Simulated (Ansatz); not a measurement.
Profile along the Os–Os line in Os (hcp, Mg type)

Os (hcp, Mg type)

```
Os
1.0
    2.73835     0.00000     0.00000
   -1.36917     2.37148     0.00000
    0.00000     0.00000     4.31593
Os
2
Direct
  0.33333   0.66667   0.75000
  0.66667   0.33333   0.25000
```

Fields along a shortest Os–Os line of a (-1 1 0 2) plane (2.74 Å), from Os to Os, interpolated on the slice's grid (step about 0.2 Å). Computed with r2SCAN (plane waves to 500 eV, PAW, scalar-relativistic; Ansatz, a quantum-chemistry and plane-wave program). k mesh 19×19×11. Inside the PAW spheres the values are not all-electron values, and peaks at nuclei hang on which shells count as valence. Os is run without spin polarisation. Os was relaxed with its symmetry unable to fall. Spin-orbit coupling is left out, though Os is heavy.

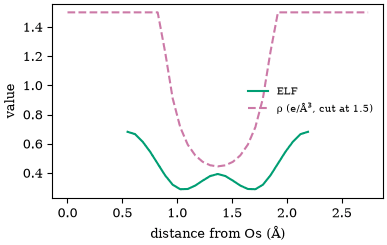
Figure: ELF (away from the nuclei) and valence density from Os to Os.

Density on the Os–Os line (2.74 Å) at its midpoint: 0.45 e/Å³. ELF at that point: 0.39.
